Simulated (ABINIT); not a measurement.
# FeAs2 (Lollingite): one start, several treatments of the self-energy, part 2 of 2

How much does the gap of FeAs2 (Lollingite) depend on the approximation to the self-energy?

ABINIT 10.8.3; LDA and many-body steps on it, plane waves. Known limits of the many-body steps: not at the basis limit; mesh may overstate the screening; no spin polarisation; d states lean on the start; no spin-orbit coupling; coarse k mesh.

So far. Step 5 (G0W0, Hybertsen-Louie plasmon pole): Against G0W0 in ABINIT (2×2×4 mesh, 148 bands, screening to 141.5 eV, Godby-Needs plasmon pole), the gap moves by +0.391 eV. Step 6 (G0W0, Engel-Farid plasmon pole): Against G0W0 in ABINIT (2×2×4 mesh, 148 bands, screening to 141.5 eV, Godby-Needs plasmon pole), the gap moves by −0.011 eV.

## Step 7: One-shot Hartree-Fock

This step: one-shot Hartree-Fock on LDA, plane waves, norm-conserving pseudopotentials.

The input, run.abi:

```
acell 3*1.0 Angstrom
rprim 
  5.301200000000 0.000000000000 0.000000000000
  0.000000000000 5.985800000000 0.000000000000
  0.000000000000 0.000000000000 2.882200000000
ntypat 2
znucl 26 33
natom 6
typat 1 1 2 2 2 2
xred 
  0.000000000000 0.000000000000 -0.000000000000
  0.500000000000 0.500000000000 0.500000000000
  0.176300000000 0.362400000000 -0.000000000000
  0.823700000000 0.637600000000 -0.000000000000
  0.676300000000 0.137600000000 0.500000000000
  0.323700000000 0.862400000000 0.500000000000
pp_dirpath "pseudos"
pseudos "Fe.upf, As.upf"
ecut 65
ngkpt 2 2 4
nshiftk 1
shiftk 0 0 0
kptopt 1
chksymbreak 0
istwfk *1
occopt 1
irdwfk 1
optdriver 4
nband 66
gwcalctyp 5
ecutsigx 65
symsigma 1
nkptgw 4
kptgw 
  0.0000000000 0.5000000000 0.2500000000
  0.0000000000 0.0000000000 0.2500000000
  0.5000000000 0.5000000000 0.5000000000
  0.0000000000 0.0000000000 0.0000000000
bdgw 
  61 64
  61 64
  61 64
  61 64
ixc_sigma 40
fftgw 31
indata_prefix "in"
outdata_prefix "out"
tmpdata_prefix "tmp"
```

Launch:

```bash
$ OMP_NUM_THREADS=1 mpirun -n 8 abinit run.abi > log
```

Numbers of over 12 decimals in the logs are rounded to 6 here.

The program printed:

```text
.Version 10.8.3 of ABINIT. v10.8.2 released Aug 2026.

 Symmetries : space group Pn n m (# 58); Bravais oP (primitive ortho.)
[... echo of the input left out ...]
== DATASET  1 ==================================================================
-   mpi_nproc: 8, omp_nthreads: 1 (-1 if OMP is not activated)

--- !DatasetInfo
iteration_state: {dtset: 1, }
dimensions: {natom: 6, nkpt: 12, mband: 66, nsppol: 1, nspinor: 1, nspden: 1, mpw: 15496, }
cutoff_energies: {ecut:  65.0, pawecutdg:  -1.0, }
[...]
Band     E0 <VxcDFT>   SigX SigC(E0)      Z dSigC/dE  Sig(E)    E-E0       E
[...]
63  11.406 -27.004 -23.531   0.000   1.000   0.000 -23.531   3.473  14.879
       64  12.282 -14.595 -10.086   0.000   1.000   0.000 -10.086   4.509  16.791

== END DATASET(S) ==============================================================
================================================================================

 -outvars: echo values of variables after computation  --------
           etotal      0.0000000000E+00
            nband          66
             nkpt          12
          spgroup          58
 [... the other variables as echoed above ...]

 Calculation completed.
```

The job ended after 12 s (8 MPI ranks of Arm Neoverse V2, shared host; peak memory 6.9 GiB).

This step gave:

```yaml
quasiparticle_gap_on_the_mesh: 4.603 eV
starting_gap_on_the_mesh: 0.2727 eV
k_of_the_valence_top: 0, 0, 0.25
k_of_the_conduction_bottom: 0, 0, 0.25
least_direct_quasiparticle_gap_on_the_computed_points: 4.603 eV
```

Against G0W0 in ABINIT (2×2×4 mesh, 148 bands, screening to 141.5 eV, Godby-Needs plasmon pole), the gap moves by +4.253 eV.

## Step 8: Screening, 2×2×4 mesh, 148 bands, screening to 141.5 eV

This step: RPA screening on LDA, plane waves, norm-conserving pseudopotentials.

Changes to run.abi since step 7:

```diff
@@ -27,20 +27,13 @@
 irdwfk 1
-optdriver 4
-nband 66
-gwcalctyp 5
-ecutsigx 65
-symsigma 1
-nkptgw 4
-kptgw 
-  0.0000000000 0.5000000000 0.2500000000
-  0.0000000000 0.0000000000 0.2500000000
-  0.5000000000 0.5000000000 0.5000000000
-  0.0000000000 0.0000000000 0.0000000000
-bdgw 
-  61 64
-  61 64
-  61 64
-  61 64
-ixc_sigma 40
-fftgw 31
+optdriver 3
+nband 148
+ecuteps 5.2
+inclvkb 2
+awtr 1
+symchi 1
+gwcalctyp 2
+nfreqre 16
+freqremax 40 eV
+nfreqim 8
+spmeth 0
 indata_prefix "in"
@@ -48 +41,2 @@
 tmpdata_prefix "tmp"
+gwmem 10
```

The program printed:

```text
.Version 10.8.3 of ABINIT. v10.8.2 released Aug 2026.

 Symmetries : space group Pn n m (# 58); Bravais oP (primitive ortho.)
[... echo of the input left out ...]
== DATASET  1 ==================================================================
-   mpi_nproc: 8, omp_nthreads: 1 (-1 if OMP is not activated)

--- !DatasetInfo
iteration_state: {dtset: 1, }
dimensions: {natom: 6, nkpt: 12, mband: 148, nsppol: 1, nspinor: 1, nspden: 1, mpw: 15496, }
cutoff_energies: {ecut:  65.0, pawecutdg:  -1.0, }
electrons: {nelect:   1.24000000E+02, charge:   0.00000000E+00, occopt:   1.00000000E+00, tsmear:   1.00000000E-02, }

 SCREENING: Calculation of the susceptibility and dielectric matrices

 Based on a program developped by R.W. Godby, V. Olevano, G. Onida, and L. Reining.
 Incorporated in ABINIT by V. Olevano, G.-M. Rignanese, and M. Torrent.
.Using double precision arithmetic ; gwpc =  8

[... cell and pseudopotentials left out ...]
--------------------------------------------------------------------------------

 ==== K-mesh for the wavefunctions ====
 Number of points in the irreducible wedge :    12
[... list of points left out ...]
 Together with  8 symmetry operations and time-reversal symmetry
 yields    16 points in the full Brillouin Zone.

 ==== Q-mesh for the screening function ====
 Number of points in the irreducible wedge :    12
[... list of points left out ...]
 Together with  8 symmetry operations and time-reversal symmetry
 yields    16 points in the full Brillouin Zone.

 setmesh: FFT mesh size selected  =    54x   60x   30
          total number of points  =        97200

 vcoul_init : cutoff-mode = AUXILIARY_FUNCTION
 q-points for optical limit:   1
     1)      0.000010    0.000020    0.000030

- screening: taking advantage of time-reversal symmetry
- Maximum band index for partially occupied states nbvw = 62
- Remaining bands to be divided among processors   nbcw = 86
- Number of bands treated by each node ~10

 Number of electrons calculated from density =  124.0000; Expected =  124.0000
 average of density, n =  0.200911
 r_s =    1.0592
 omega_plasma =   43.2372 [eV]

 calculating chi0 at frequencies [eV] :
  1    0.000000E+00    0.000000E+00
  2    2.666667E+00    0.000000E+00
  3    5.333333E+00    0.000000E+00
[...]
23    0.000000E+00    1.101177E+02
 24    0.000000E+00    1.550469E+02

--------------------------------------------------------------------------------
  q-point number  1        q = ( 0.000000, 0.000000, 0.000000) [r.l.u.]
--------------------------------------------------------------------------------
[... chi0 elements left out ...]
  [... further frequencies ...]

 No. of calculated frequencies >  15, stop printing
 For q-point:  0.000010 0.000020 0.000030
  dielectric constant =  26.8692
  dielectric constant without local fields =  27.8857

  Average fulfillment of the sum rule on Im[epsilon] for q-point    1 :     26.63  [%]
[... wings left out ...]
  q-point number  2        q = ( 0.500000, 0.000000, 0.000000) [r.l.u.]
--------------------------------------------------------------------------------
[... chi0 elements left out ...]
  [... further frequencies ...]

 No. of calculated frequencies >  15, stop printing
  Average fulfillment of the sum rule on Im[epsilon] for q-point    2 :     29.69  [%]

 [... 10 further q-points ...]
```

It took 11 min on 8 MPI ranks; peak memory 3.6 GiB; 1.5 h of CPU time.

Numbers from this step:

```
ε∞ with local fields, on this mesh, along the program's q direction : 26.87
the same without local fields                                       : 27.89
plasma frequency                                                    : 43.24 eV
plane waves in the screening matrix                                 : 345
```

## Step 9: G0W0, contour deformation

This step: G0W0 on LDA, plane waves, norm-conserving pseudopotentials.

Changes to run.abi since step 8:

```diff
@@ -27,13 +27,21 @@
 irdwfk 1
-optdriver 3
+optdriver 4
 nband 148
+gwcalctyp 2
+ecutsigx 65
+symsigma 1
+nkptgw 4
+kptgw 
+  0.0000000000 0.5000000000 0.2500000000
+  0.0000000000 0.0000000000 0.2500000000
+  0.5000000000 0.5000000000 0.5000000000
+  0.0000000000 0.0000000000 0.0000000000
+bdgw 
+  61 64
+  61 64
+  61 64
+  61 64
 ecuteps 5.2
-inclvkb 2
-awtr 1
-symchi 1
-gwcalctyp 2
-nfreqre 16
-freqremax 40 eV
-nfreqim 8
-spmeth 0
+irdscr 1
+gwmem 00
 indata_prefix "in"
@@ -41,2 +49 @@
 tmpdata_prefix "tmp"
-gwmem 10
```

The program printed:

```text
.Version 10.8.3 of ABINIT. v10.8.2 released Aug 2026.

 Symmetries : space group Pn n m (# 58); Bravais oP (primitive ortho.)
[... echo of the input left out ...]
== DATASET  1 ==================================================================
-   mpi_nproc: 8, omp_nthreads: 1 (-1 if OMP is not activated)

--- !DatasetInfo
iteration_state: {dtset: 1, }
dimensions: {natom: 6, nkpt: 12, mband: 148, nsppol: 1, nspinor: 1, nspden: 1, mpw: 15496, }
cutoff_energies: {ecut:  65.0, pawecutdg:  -1.0, }
[...]
Band     E0 <VxcDFT>   SigX SigC(E0)      Z dSigC/dE  Sig(E)    E-E0       E
[...]
64  12.282 -14.595 -10.086  -3.410   0.773  -0.293 -13.745   0.850  13.132
       64   0.000   0.000   0.000  -0.009   0.000   0.000  -0.007  -0.007  -0.007

== END DATASET(S) ==============================================================
================================================================================

 -outvars: echo values of variables after computation  --------
           etotal      0.0000000000E+00
            nband         148
             nkpt          12
          spgroup          58
 [... the other variables as echoed above ...]

 Calculation completed.
```

Elapsed: 32 s, on 8 MPI ranks; peak memory 1.9 GiB; 4.2 min of CPU time.

Numbers from this step:

```yaml
g0w0_gap_on_the_mesh: 0.3550 eV
starting_gap_on_the_mesh: 0.2727 eV
k_of_the_valence_top: 0, 0, 0
k_of_the_conduction_bottom: 0, 0, 0.25
least_direct_g0w0_gap_on_the_computed_points: 0.6930 eV
```

Against G0W0 in ABINIT (2×2×4 mesh, 148 bands, screening to 141.5 eV, Godby-Needs plasmon pole), the gap moves by +0.005 eV.

## Step 10: The runs together

Times are wall times on 8 MPI ranks of Arm Neoverse V2, shared host, good to a factor of about two. A run's time includes the screening step that it read.

```tsv
run	mesh	bands	screening cutoff (eV)	DFT gap (eV)	gap on the mesh (eV)	direct (eV)	ε∞ used	time
G0W0, Godby-Needs plasmon pole	2×2×4	148	141.5	0.273	0.350	0.737	26.87	5.8 min
G0W0, Hybertsen-Louie plasmon pole	2×2×4	148	141.5	0.273	0.741	0.790	26.87	5.8 min
G0W0, Engel-Farid plasmon pole	2×2×4	148	141.5	0.273	0.339	0.765	26.87	5.7 min
one-shot Hartree-Fock	2×2×4	-	-	0.273	4.603	4.603	-	12 s
G0W0, contour deformation	2×2×4	148	141.5	0.273	0.355	0.693	26.87	12 min
```

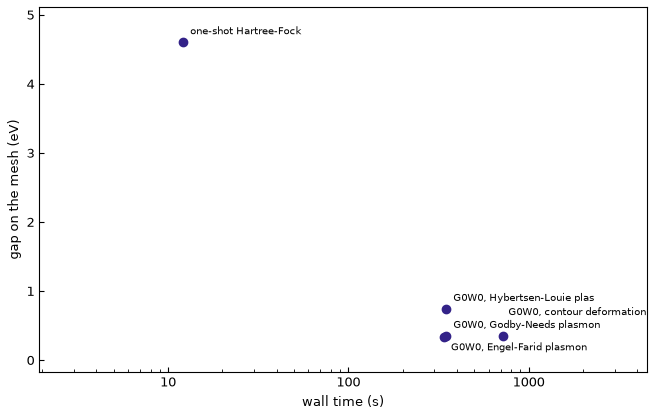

Result against wall time.

## Step 11: Summary of results

| Item | Value |
| --- | --- |
| G0W0, Godby-Needs plasmon pole | 0.350 eV |
| G0W0, Hybertsen-Louie plasmon pole | 0.741 eV |
| G0W0, Engel-Farid plasmon pole | 0.339 eV |
| one-shot Hartree-Fock | 4.603 eV |
| G0W0, contour deformation | 0.355 eV |
| known limits | not at the basis limit; mesh may overstate the screening; no spin polarisation; d states lean on the start; no spin-orbit coupling; coarse k mesh |

In words: G0W0, Hybertsen-Louie plasmon pole: +0.391 eV against G0W0, Godby-Needs plasmon pole. G0W0, Engel-Farid plasmon pole: −0.011 eV against G0W0, Godby-Needs plasmon pole. One-shot Hartree-Fock: +4.253 eV against G0W0, Godby-Needs plasmon pole. G0W0, contour deformation: +0.005 eV against G0W0, Godby-Needs plasmon pole. Bare exchange alone opens the gap to 4.60 eV; against G0W0, correlation takes back 4.25 eV. Against experiment, by G0W0, Godby-Needs plasmon pole: the gap of 0.35 eV lies +0.15 eV from the measured 200 meV (transport, 2013). These are gaps on the mesh, at modest bands and cutoff. The calculation has static nuclei and no excitons; a measured gap holds zero-point and thermal motion, which mostly lowers it. Bands and cutoff are finite, so the gap is not at the basis limit. The miss can reach some tenths of an eV and take either sign; the mesh is an error of its own. The 2×2×4 mesh is coarse for this cell, which bears on the long-range parts of exchange and screening. For the LDA start: The RPA ε∞ on this mesh reaches over 25; with a narrow direct gap a coarse mesh can overstate it, and the correction is then too small. The runs have no spin polarisation. For a closed low-spin shell that is the natural state; where a d or f shell is open it is a constraint, and the gap is then not the crystal's own. With d states at the gap, one-shot GW leans hard on its start. The many-body steps are scalar-relativistic: spin-orbit coupling is not in them.

[Paths, hosts, dates, memory and timing lines, banners, echoed tables and standing remarks are left out of the program output.]

[Logs are printed without paths, hosts, clocks, repeated set-up lines and the standing remarks that a program may print on its own settings, such as how far it seeks lower states.]

[Runs of the session that timed out or met a known fault of the program may be left out.]

[Hosts, paths, dates, database ids (printed as entryN), source tags and the programs' standing remarks are cut or masked in the printed files.]

[G0W0 gaps are taken among the corrected bands and points alone; a level outside them can change the order at an edge.]

[Where Ansatz stands beside ABINIT at settings called matched, ABINIT's density can come from a denser mesh and the files from another edition; pairs whose starting gaps differed by over 0.03 eV were left out, so agreement reads better than it is.]
